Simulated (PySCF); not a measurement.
**BF2H, SMILES `FBF`: what the electrons do**

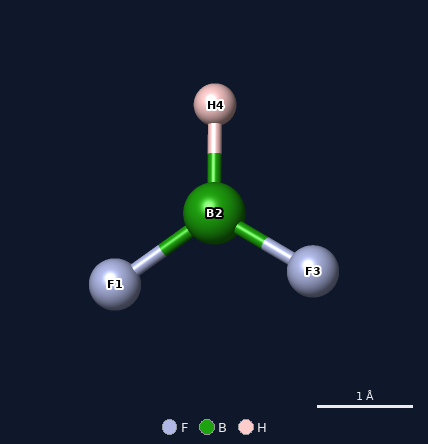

The molecule, with its atoms numbered as below. No frequency check shows the geometry to be a minimum.

Cartesian coordinates (Å):

```
F1       1.1064    0.2221    0.0000
B2      -0.0000   -0.4719    0.0000
F3      -1.1063    0.2222    0.0000
H4      -0.0007   -1.6395    0.0000
```

## 1. Bonding charge

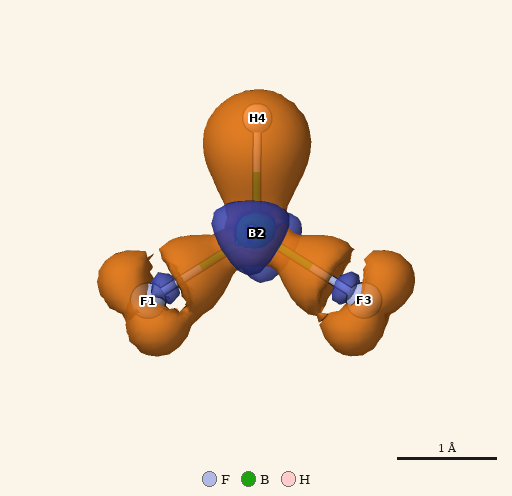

Deformation density (molecule less spherical, spin-averaged free atoms at the same positions), surfaces at ±0.14 e/Å³; orange: gain, blue: loss.

Method: B3LYP/def2-SVPD; geometry: GFN2-xTB; program: PySCF.

> How much density has each bond gained at its critical point, relative to the free atoms?

B2–H4: +0.54 e/Å³ at the bond critical point (bond length 1.17 Å). B2–F3 and F1–B2: +0.27 e/Å³ at the bond critical point (bond length 1.31 Å). In all, 0.9 electrons gather in the regions of gain relative to the promolecule.

> Where do the Hirshfeld charges lie?

The highest Hirshfeld charge is on B2 (+0.31 e), the lowest on F1 and F3 (−0.14 e).

## 2. Local ionisation energy

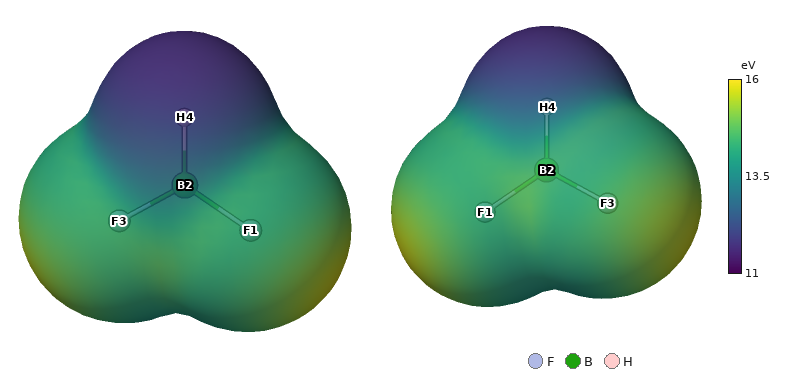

Average local ionisation energy on the surface of electron density 0.001 a.u. (back view left, front view right).

> Where are the most loosely bound electrons on this surface?

The lowest value is 11.6 eV, 1.4 Å from H4. Further minima include 13.7 eV, 1.7 Å from F3. For comparison, the highest occupied orbital lies at −10.9 eV.

> What volume does the surface enclose, and what is the dipole moment?

About 49 Å³; the dipole moment is 1.0 D.

## 3. In an electric field

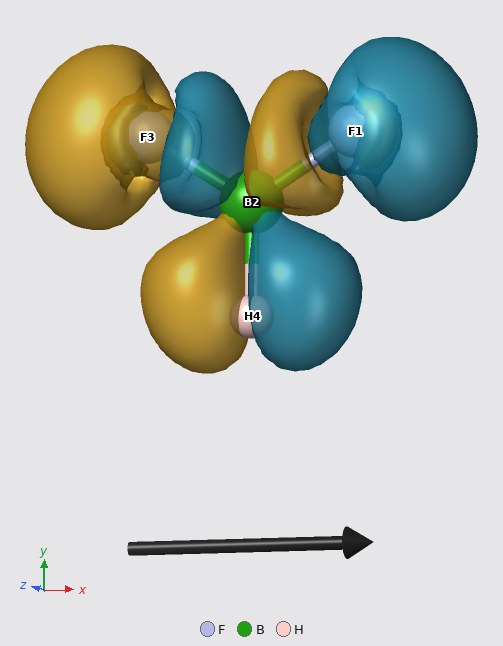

Change of the electron density in a uniform field of 0.21 V/Å along +x (arrow), surfaces at ±0.001 e/Å³ (yellow: gain, teal: loss).

Level of theory: B3LYP/def2-SVPD (PySCF), at a geometry from GFN2-xTB.

> How large is the response?

The induced dipole is 0.18 D (along the field); α along this axis, from the fields in both directions, is 18 bohr³ (2.6 Å³).

> Which atoms gain and lose the most charge?

Electrons gather most on F3 (Hirshfeld charge changes by −0.007 e) and leave F1 most (+0.007 e); 0.019 electrons are displaced in all.

## 4. Removing or adding an electron

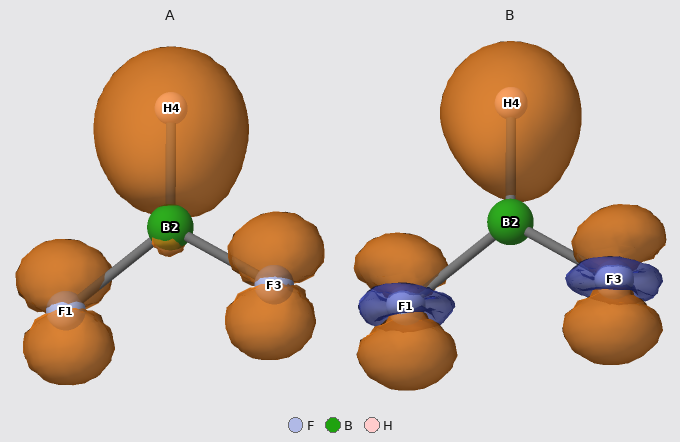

The Fukui function f⁻ from two separate SCF calculations and the density of the HOMO, at ±0.08 e/Å³ (orange positive, blue negative).

Computed with PySCF, B3LYP/def2-SVPD, geometry: GFN2-xTB.

> Which panel is which, and how good is the frozen-orbital picture?

B is f⁻ (it has negative regions), A the HOMO density. The HOMO lies on H4 (32 %), B2 (28 %) and F1 and F3 (20 % each); f⁻ (Hirshfeld-condensed) is largest on H4 (0.28), B2 (0.26) and F1 and F3 (0.23 each); the vertical ionisation energy is 14.28 eV. Relaxation shifts 7 % of the electron between atoms. The orbital energy is −10.87 eV.
